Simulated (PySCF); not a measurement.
**What a change does: excited-state calculation on C2H8N2**

System: C2H8N2 (Ethylenediamine).
Method of run 1: TDDFT PBE0/aug-cc-pVDZ, vertical, gas phase, core orbitals frozen in the response (PySCF 2.14.0).

The geometry comes from this level: PBE0-D3(BJ)/def2-SVP. Text and figures count atoms from 1; the logs count them from 0 in places.

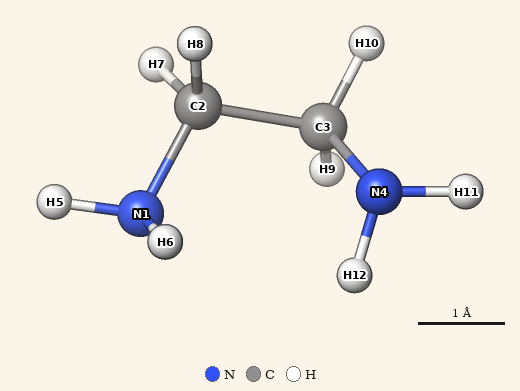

**Figure 1.** The structure as given in the input (ball-and-stick view, seen at a tilt; atoms are numbered from 1 in the order of the input).

The input, run 1:
```
{"job": {"kind": "uv", "xc": "PBE0", "basis": "aug-cc-pVDZ"}, "charge": 0, "multiplicity": 1}
N      1.040342    -0.931959     0.783380
C      0.639355     0.453130     0.610560
C     -0.774613     0.528665     0.056450
N     -0.877494    -0.236190    -1.173867
H      1.904059    -0.989814     1.317249
H      1.252262    -1.329317    -0.130729
H      0.658797     0.952939     1.593211
H      1.309002     1.031836    -0.060162
H     -1.479276     0.197555     0.848153
H     -1.010064     1.583693    -0.161064
H     -1.752360    -0.032210    -1.650414
H     -0.910016    -1.228328    -0.944522
```

The first line tells a small driver script what to run in PySCF; the rest is the geometry in Å.

Hardware: 1 CPU thread, shared host.

Output (run 1):
```
coarse grid: 9256 points
cycle   1  E = -190.2723397286  dE =  2.678e-01  |g| = 4.293e-01  |ddm| = 6.930e+00
cycle   2  E = -190.2406610000  dE =  3.168e-02  |g| = 5.795e-01  |ddm| = 1.582e+00
cycle   3  E = -190.3177615775  dE = -7.710e-02  |g| = 3.746e-02  |ddm| = 9.099e-01
cycle   4  E = -190.3180533097  dE = -2.917e-04  |g| = 1.185e-02  |ddm| = 7.307e-02
cycle   5  E = -190.3180828052  dE = -2.950e-05  |g| = 4.833e-03  |ddm| = 3.196e-02
cycle   6  E = -190.3180883283  dE = -5.523e-06  |g| = 6.281e-04  |ddm| = 9.186e-03
final grid: 87376 points
cycle   7  E = -190.3243463630  dE = -2.813e-05  |g| = 8.331e-03  |ddm| = 1.248e-01
cycle   8  E = -190.3243349646  dE =  1.140e-05  |g| = 1.093e-02  |ddm| = 3.646e-02
cycle   9  E = -190.3243635898  dE = -2.863e-05  |g| = 5.851e-04  |ddm| = 1.864e-02
cycle  10  E = -190.3243636590  dE = -6.918e-08  |g| = 2.346e-04  |ddm| = 1.285e-03
cycle  11  E = -190.3243636708  dE = -1.182e-08  |g| = 4.299e-05  |ddm| = 4.250e-04
cycle  12  E = -190.3243636713  dE = -4.852e-10  |g| = 7.452e-06  |ddm| = 9.896e-05
converged SCF energy = -190.3243636713

Static polarisability (au): isotropic 47.582, principal 44.645 47.219 50.882

Singlet excitations
state   eV       nm        f      main configurations
  1   5.4317    228.3   0.00026   H->L 0.94
  2   5.8245    212.9   0.01801   H->L+1 0.51, H-1->L 0.46
  3   6.0770    204.0   0.01078   H->L+2 0.96
  4   6.2593    198.1   0.03596   H-1->L 0.48, H->L+1 0.46
  5   6.4077    193.5   0.04705   H->L+3 0.92
  6   6.6103    187.6   0.00004   H-1->L+1 0.83, H->L+4 0.08
  7   6.6406    186.7   0.03939   H-1->L+2 0.82
  8   6.8816    180.2   0.02030   H->L+4 0.36, H-1->L+3 0.35, H->L+5 0.17
  9   7.0101    176.9   0.00593   H->L+5 0.58, H->L+4 0.29, H-1->L+2 0.11
 10   7.0470    175.9   0.00823   H-1->L+3 0.61, H->L+4 0.21, H->L+5 0.11

Triplet excitations (Tamm-Dancoff, eV): 5.2536 5.6085 6.0053 6.1352
```

The input of run 2 differs as follows (lines with − go, lines with + come):
```diff
-"basis": "aug-cc-pVDZ"
+"basis": "def2-TZVPD"
```

How does run 2 compare with run 1?

The total energy of run 2 is 28.7 kcal/mol lower, which measures the change of basis and not a stability. The LUMO goes from −0.12 to 0.35 eV. The lowest excitation goes from 5.43 to 5.78 eV. The strongest computed line goes from 6.41 to 7.23 eV. The number of SCF iterations is the same. The basis functions go from 164 to 220.

Output (run 2):
```
coarse grid: 9256 points
cycle   1  E = -190.3363167294  dE =  2.446e-01  |g| = 4.440e-01  |ddm| = 2.642e+00
cycle   2  E = -190.3030587074  dE =  3.326e-02  |g| = 6.046e-01  |ddm| = 2.241e+00
cycle   3  E = -190.3832073058  dE = -8.015e-02  |g| = 3.936e-02  |ddm| = 1.214e+00
cycle   4  E = -190.3834846160  dE = -2.773e-04  |g| = 1.459e-02  |ddm| = 6.360e-02
cycle   5  E = -190.3835272421  dE = -4.263e-05  |g| = 5.517e-03  |ddm| = 1.755e-02
cycle   6  E = -190.3835340774  dE = -6.835e-06  |g| = 7.140e-04  |ddm| = 5.682e-03
final grid: 87376 points
cycle   7  E = -190.3700826718  dE = -5.931e-05  |g| = 8.284e-03  |ddm| = 1.882e-01
cycle   8  E = -190.3700723283  dE =  1.034e-05  |g| = 1.071e-02  |ddm| = 3.414e-02
cycle   9  E = -190.3700983342  dE = -2.601e-05  |g| = 6.534e-04  |ddm| = 1.624e-02
cycle  10  E = -190.3700984088  dE = -7.460e-08  |g| = 2.923e-04  |ddm| = 1.389e-03
cycle  11  E = -190.3700984263  dE = -1.752e-08  |g| = 6.084e-05  |ddm| = 3.398e-04
cycle  12  E = -190.3700984272  dE = -8.465e-10  |g| = 8.824e-06  |ddm| = 9.935e-05
converged SCF energy = -190.3700984272

Static polarisability (au): isotropic 47.165, principal 43.846 47.006 50.644

Singlet excitations
state   eV       nm        f      main configurations
  1   5.7823    214.4   0.00045   H->L 0.94
  2   6.1943    200.2   0.02077   H-1->L 0.54, H->L+1 0.43
  3   6.5377    189.6   0.01389   H->L+2 0.96
  4   6.7111    184.7   0.03588   H->L+1 0.56, H-1->L 0.41
  5   7.0854    175.0   0.00018   H-1->L+1 0.91
  6   7.1035    174.5   0.01891   H-1->L+2 0.89
  7   7.2327    171.4   0.12232   H->L+3 0.95
  8   7.6209    162.7   0.02805   H->L+5 0.65, H-1->L+3 0.26
  9   7.7779    159.4   0.00388   H->L+4 0.90
 10   7.8658    157.6   0.01246   H-1->L+3 0.71, H->L+5 0.26

Triplet excitations (Tamm-Dancoff, eV): 5.5512 5.9094 6.4238 6.5669
```

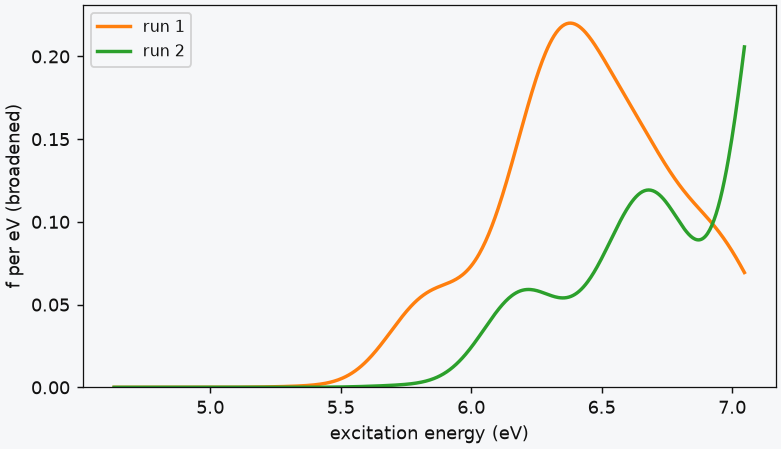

**Figure 2.** Absorption of the two runs from their computed states, each broadened by a Gaussian of 0.35 eV full width; the range ends where the shorter list of states ends.

The two runs side by side:

| quantity | run 1 | run 2 |
| --- | --- | --- |
| outcome | converged | converged |
| total energy (hartree) | −190.324364 | −190.370098 |
| HOMO (eV) | −6.67 | −6.69 |
| LUMO (eV) | −0.12 | 0.35 |
| dipole moment (D) | 0.31 | 0.30 |
| lowest excitation (eV) | 5.43 | 5.78 |
| SCF iterations | 12 | 12 |
| strongest computed line (eV) | 6.41 | 7.23 |
| basis functions | 164 | 220 |
| wall time (shared host) | 11 s | 16 s |
